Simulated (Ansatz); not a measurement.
Base system: Ge3N4 (space group P6_3/m, No. 176; a = 8.057 Å, c = 3.085 Å).

Modification: a hydrostatic pressure of 1.5 GPa.

Computed with PBEsol, PAW, 420 eV (Ansatz, a first-principles code; spin-orbit coupling left out).

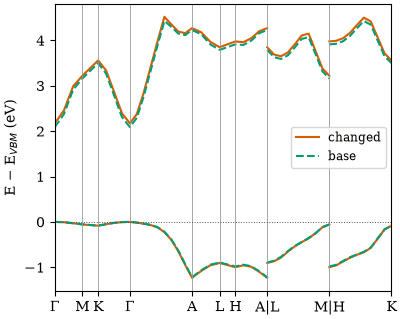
*Highest valence and lowest conduction band along the path, each from its own valence-band maximum*

The gap is 2.17 eV, direct at Γ; the base has 2.09 eV.

Load acts through the strain it causes; cell and atoms are relaxed under it. Whether these cells are dynamically stable was not tested.
